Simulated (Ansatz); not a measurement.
## CoSi2: Co on a Si site (antisite), symmetric start

The parent structure is a 12-atom supercell of CoSi2 (space group Fm-3m, No. 225; a = 5.360 Å; non-magnetic) at its relaxed geometry.

The change: one Si atom is replaced by Co, atoms relaxed at fixed cell.

Calculations: PBE, PAW, 420 eV (Ansatz, a first-principles code; no spin-orbit coupling). Settings: 6×6×6 k-points, 0.05 eV Fermi–Dirac smearing.

```yaml
pressure: -0.8 GPa (base -0.1 GPa)
energy_gained_by_relaxation: 0.00 eV
largest_displacement_of_a_host_atom_from_its_site_in_the_perfect_cell: 0.00 Å
```

Final structure:

```yaml
crystal:
  lattice:
    - [-5.35966, 0.00000, 0.00000]
    - [0.00000, 0.00000, 5.35966]
    - [0.00000, 5.35966, 0.00000]
  atoms:
    - { symbol: Co, position: [0.00000, 0.00000, 0.00000] }
    - { symbol: Co, position: [0.50000, 0.00000, 0.50000] }
    - { symbol: Co, position: [0.50000, 0.50000, 0.00000] }
    - { symbol: Co, position: [0.00000, 0.50000, 0.50000] }
    - { symbol: Co, position: [0.75000, 0.25000, 0.25000] }
    - { symbol: Si, position: [0.25000, 0.25000, 0.75000] }
    - { symbol: Si, position: [0.25000, 0.75000, 0.25000] }
    - { symbol: Si, position: [0.75000, 0.75000, 0.75000] }
    - { symbol: Si, position: [0.25000, 0.75000, 0.75000] }
    - { symbol: Si, position: [0.75000, 0.75000, 0.25000] }
    - { symbol: Si, position: [0.75000, 0.25000, 0.75000] }
    - { symbol: Si, position: [0.25000, 0.25000, 0.25000] }
```

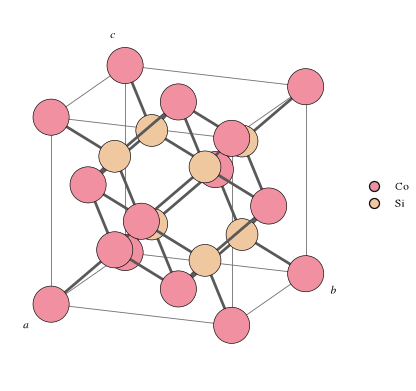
*The relaxed cell after the change*

Other magnetic orders, which the real material may have, were not ruled out. In so small a cell the defect repeats every few ångströms: this is an ordered compound, not a dilute defect. The defect started on the symmetric site and kept its symmetry, so it may sit on a saddle. Starting moments died away, wholly or in part, for the base; another magnetic solution may exist. Spin-polarised in the final run: Co on a Si site (antisite); the other runs are not. An odd electron count without spin: CoSi2. The defect cell is spin-polarised and ends with 1.0 μB.
